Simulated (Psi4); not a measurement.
# HF-D3(BJ)/def2-QZVP (density fitting, core potential) run of HfH4 (SMILES [H][Hf]([H])([H])[H])

Aim: the vertical ionisation energy of HfH4 at HF-D3(BJ)/def2-QZVP (density fitting, core potential), from 2 runs. 

The calculation is run with Psi4 1.11.

5 further runs of the same task are left out: 1 that didn't finish, 4 set aside as unsound or not needed.

### Step 1. The structure to begin with

The species is HfH4 (5 atoms), meant as a singlet with charge 0. As SMILES, `[H][Hf]([H])([H])[H]`. Geometry: a GFN2-xTB relaxation, a rough one for these elements and not checked as a minimum.

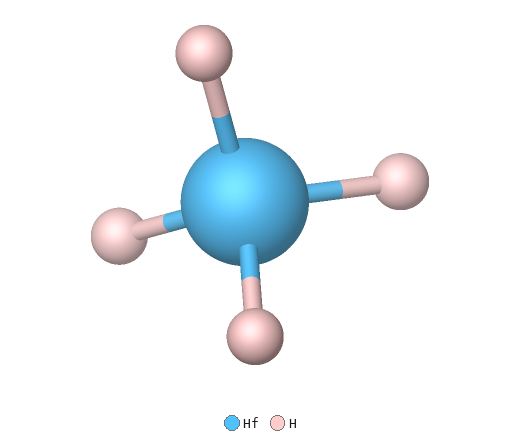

Viewed from a chosen angle; hafnium blue, hydrogen pink.

### Step 2. Energy and forces at HF-D3(BJ)/def2-QZVP (density fitting, core potential)

h4hf.py

```python
import psi4

psi4.set_memory('1600 MB')
psi4.set_num_threads(1)
psi4.set_output_file('psi4.out', False)

geom = psi4.geometry("""
0 1
Hf     0.000070     0.000180    -0.000140
H      0.010430    -0.017760     1.863600
H      1.753220     0.010280    -0.631130
H     -0.886000     1.525370    -0.601880
H     -0.877720    -1.518080    -0.630450
units angstrom
""")

psi4.set_options({
    'basis': 'def2-QZVP',
    'scf_type': 'mem_df',
})

result, w = psi4.gradient('hf-d3bj2b', return_wfn=True)
print('gradient / Eh bohr^-1')
print(result.np.round(6))
print(f'energy = {w.energy():.10f} Eh')
```

On the command line:

```
$ python h4hf.py
```

psi4.out:

```text
[...]
    !!!  WARNING: ECP capability is in beta. Please check occupations closely.  !!!
[...]
  Running in c1 symmetry.
[...]
  Nuclear repulsion =   14.673090977386636
[...]
  Multiplicity = 1
[...]
  Nalpha       = 8
  Nbeta        = 8
[...]
    Number of basis functions: 192
[...]
   @DF-RHF iter   1:   -49.70645629590090   -6.50992e-01   8.64448e-04 DIIS/ADIIS
[...]
   @DF-RHF iter  11:   -49.75810302430848   -1.46017e-11   1.77398e-09 DIIS
[...]
    Orbital Energies [Eh]
    ---------------------
    Doubly Occupied:
       1A     -2.948052     2A     -1.616094     3A     -1.616086
       4A     -1.616083     5A     -0.485741     6A     -0.430567
       7A     -0.430512     8A     -0.430489
[...]
  @DF-RHF Final Energy:   -49.75810302430848
   => Energetics <=
    Nuclear Repulsion Energy =             14.6730909773866358
    One-Electron Energy =                -109.6803926921477910
    Two-Electron Energy =                  45.2665729570918813
    Total Energy =                        -49.7581030243084754
[...]
 Multipole Moments:
 ------------------------------------------------------------------------------------
     Multipole            Electronic (a.u.)      Nuclear  (a.u.)        Total (a.u.)
 ------------------------------------------------------------------------------------
 L = 1.  Multiply by 2.5417464519 to convert [e a0] to [Debye]
 Dipole X            :          0.0010657           -0.0006034            0.0004623
 Dipole Y            :          0.0021190           -0.0015689            0.0005501
 Dipole Z            :         -0.0019003            0.0012069           -0.0006934
 Magnitude           :                                                    0.0009986
[...]
  -Total Gradient:
     Atom            X                  Y                   Z
    ------   -----------------  -----------------  -----------------
       1        0.000079903585     0.000009009355    -0.000089278432
       2       -0.000010069560    -0.000003821554    -0.000408534189
       3       -0.000504430331    -0.000012561340     0.000180177967
       4        0.000210050561    -0.000365200450     0.000150765474
       5        0.000224545746     0.000372573990     0.000166869180
[...]
```

Standard output:

```text
gradient / Eh bohr^-1
[[ 8.00e-05  9.00e-06 -8.90e-05]
 [-1.00e-05 -4.00e-06 -4.09e-04]
 [-5.04e-04 -1.30e-05  1.80e-04]
 [ 2.10e-04 -3.65e-04  1.51e-04]
 [ 2.25e-04  3.73e-04  1.67e-04]]
energy = -49.7581030243 Eh
```

Run time: 9 s. Hardware: 1 thread of Intel Xeon Platinum 8488C (Sapphire Rapids), shared host; peak memory 0.33 GiB.

### Step 3. The doublet cation at the same level

job.inp

```
memory 1.6 GB

molecule molecule1 {
  1 2
  Hf     0.000070     0.000180    -0.000140
  H      0.010430    -0.017760     1.863600
  H      1.753220     0.010280    -0.631130
  H     -0.886000     1.525370    -0.601880
  H     -0.877720    -1.518080    -0.630450
}

set globals {
  reference uhf
  scf_type  mem_df
}

gradient('hf-d3bj2b/def2-QZVP')
```

On the command line:

```
$ psi4 -i job.inp -o job.out -n 1
```

job.out:

```text
[...]
    !!!  WARNING: ECP capability is in beta. Please check occupations closely.  !!!
[...]
  Running in c1 symmetry.
[...]
  Nuclear repulsion =   14.673090977386636
[...]
  Multiplicity = 2
[...]
  Nalpha       = 8
  Nbeta        = 7
[...]
    Number of basis functions: 192
[...]
   @DF-UHF iter   1:   -49.26479902581554   -2.09335e-01   1.26412e-03 DIIS/ADIIS
[...]
   @DF-UHF iter  21:   -49.36995426470185   -6.97682e-11   9.06403e-09 DIIS
[...]
   @S^2 Observed:                8.251824645E-01
[...]
    Orbital Energies [Eh]
    ---------------------
    Alpha Occupied:
       1A     -3.195720     2A     -1.871782     3A     -1.869056
       4A     -1.852065     5A     -0.816700     6A     -0.794853
       7A     -0.651524     8A     -0.631548
    Alpha Virtual:
       9A     -0.179550    10A     -0.166834    11A     -0.166550
      12A     -0.152785    13A     -0.145216    14A     -0.075311
      15A     -0.016170    16A     -0.011841    17A     -0.004879
      18A      0.002964    19A      0.024457    20A      0.040945
      21A      0.048430    22A      0.066890    23A      0.068450
      24A      0.142630    25A      0.143486    26A      0.144183
[...]
  @DF-UHF Final Energy:   -49.36995426470185
   => Energetics <=
    Nuclear Repulsion Energy =             14.6730909773866358
    One-Electron Energy =                -105.7019273885549779
    Two-Electron Energy =                  41.6762564131056905
    Total Energy =                        -49.3699542647018532
  UHF NO Occupations:
  HONO-2 :    6  A 1.9998321
  HONO-1 :    7  A 1.9620420
[...]
 Multipole Moments:
 ------------------------------------------------------------------------------------
     Multipole            Electronic (a.u.)      Nuclear  (a.u.)        Total (a.u.)
 ------------------------------------------------------------------------------------
 L = 1.  Multiply by 2.5417464519 to convert [e a0] to [Debye]
 Dipole X            :         -0.4528135           -0.0006034           -0.4534170
 Dipole Y            :          0.7830782           -0.0015689            0.7815093
 Dipole Z            :          0.6513860            0.0012069            0.6525929
 Magnitude           :                                                    1.1145498
[...]
  -Total Gradient:
     Atom            X                  Y                   Z
    ------   -----------------  -----------------  -----------------
       1       -0.018418475102     0.031835095248     0.026524994616
       2       -0.002085607579     0.003579382951    -0.028219931442
       3        0.014204203055    -0.000600601006    -0.005536941472
       4        0.012850672351    -0.022121258035     0.012778573717
       5       -0.006550792725    -0.012692619158    -0.005546695420
[...]
```

Wall time 11 s (1 thread of Intel Xeon Platinum 8488C (Sapphire Rapids), shared host); peak memory 0.34 GiB.

### Step 4. Outcome

Level: HF-D3(BJ)/def2-QZVP (density fitting, core potential).

| quantity | value |
| --- | --- |
| singlet HfH4: total energy | -49.75810 Eh |
| singlet HfH4: dipole moment | 0.00 D |
| singlet HfH4: HOMO energy | -11.71 eV |
| singlet HfH4: LUMO energy | 1.15 eV |
| singlet HfH4: HOMO–LUMO gap | 12.87 eV |
| singlet HfH4: dispersion energy | -45.62 kJ/mol |
| singlet HfH4: largest force on an atom | 0.028 eV/Å |
| doublet cation: total energy | -49.36995 Eh |
| doublet cation: HOMO energy (highest over α and β) | -16.32 eV |
| doublet cation: LUMO energy (lowest over α and β) | -9.46 eV |
| doublet cation: dispersion energy | -45.62 kJ/mol |
| doublet cation: ⟨S²⟩ | 0.825 |
| doublet cation: largest force on an atom | 2.332 eV/Å |
| vertical ionisation energy (to the doublet cation) | 10.562 eV |

**Reading.** The vertical ionisation energy comes to 10.56 eV (244 kcal/mol). The negative HOMO energy of the first species, 11.71 eV, lies 1.15 eV above that difference.
